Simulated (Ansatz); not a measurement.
CsCl (CsCl type)

```
CELL_PARAMETERS angstrom
      4.14031     0.00000     0.00000
      0.00000     4.14031     0.00000
      0.00000     0.00000     4.14031
ATOMIC_POSITIONS crystal
  Cs 0.00000 0.00000 0.00000
  Cl 0.50000 0.50000 0.50000
```

The volume is varied about the relaxed value V₀ at fixed cell shape. Symmetry pins the atoms to their sites.

All values below come from r2SCAN (plane waves to 500 eV, PAW, scalar-relativistic; Ansatz, a program for electronic structure). k mesh 8×8×8 (Γ-centred), Fermi-Dirac smearing 0.05 eV. Energies are smeared free energies. CsCl was relaxed with its symmetry unable to fall. ΔE is measured from the relaxed starting cell.

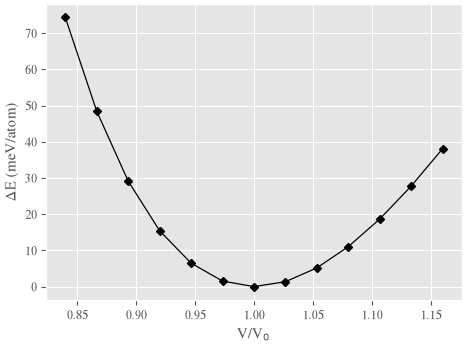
Figure: ΔE (meV/atom) against V/V₀; computed points joined by lines.

**Question.** What is ΔE at V/V₀ = 0.840?

**Answer.** About 74 meV/atom.

**Question.** What is ΔE at V/V₀ = 1.160?

**Answer.** About 38 meV/atom.

**Question.** What bulk modulus B₀ follows from a third-order Birch-Murnaghan fit?

**Answer.** About 18 GPa.

(A scan under strain: stresses follow from slopes of the energy per volume, elastic moduli from its curvatures.)
